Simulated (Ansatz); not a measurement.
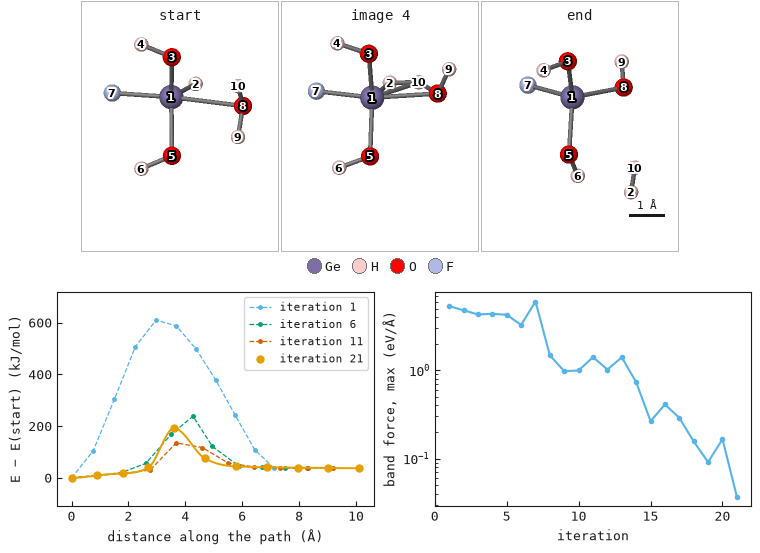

NEB run on GeH5O3F. Images are numbered from 0 (start) to 10 (end). The plot follows the band through its iterations. The picture is a ball-and-stick view, seen at a tilt.

All numbers below come from RKS r2SCANh-D4/def2-SVP in Ansatz 0.2.0. Run with 9 movable images; climbing image; force threshold 0.05 eV/Å; iteration limit 56; starting path by straight interpolation.

Q: Did the band converge, and can the barrier be trusted?

A: The run is converged, with reservations. The band converged in 21 iterations. The largest component of the band force went from 5.3 to 0.037 eV/Å. The climbing image converged on the top of the path. Its curvatures weren't checked. The straight starting path can push atoms close together and costs iterations. The first iteration put the highest image at 610.0 kJ/mol. The energy climbs by 191.9 kJ/mol to image 4 and then falls by 154.4 kJ/mol, so the end point sits at +37.4 kJ/mol.

Cost: 7.5 min on 4 threads of Arm Neoverse V2, on a shared host, peak memory 0.3 GiB.
